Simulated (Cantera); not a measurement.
A closed system holds: 1 mol Na₂SO₄, a varied amount of CO₂, equilibrated at 1452 °C and 0.00920 bar.

Cantera equilibrium calculation (NASA polynomials, part measured and part estimated; ideal gas, pure solids and liquids). Candidate condensed phases: C, Na, NaO₂, Na₂CO₃, Na₂O, Na₂O₂, Na₂S, Na₂SO₄, S; 27 gas species. Kinetics and transport are ignored.

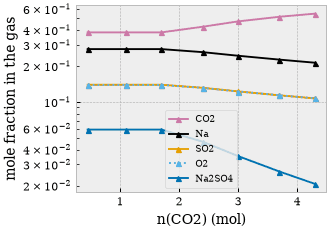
Figure: Equilibrium gas composition (values under 1e-9 drawn at 1e-9)

Read off the mole fractions at 3.7 mol CO₂.

CO₂ about 0.52, Na about 0.23, SO₂ about 0.11, O₂ about 0.11, Na₂SO₄ about 0.026.
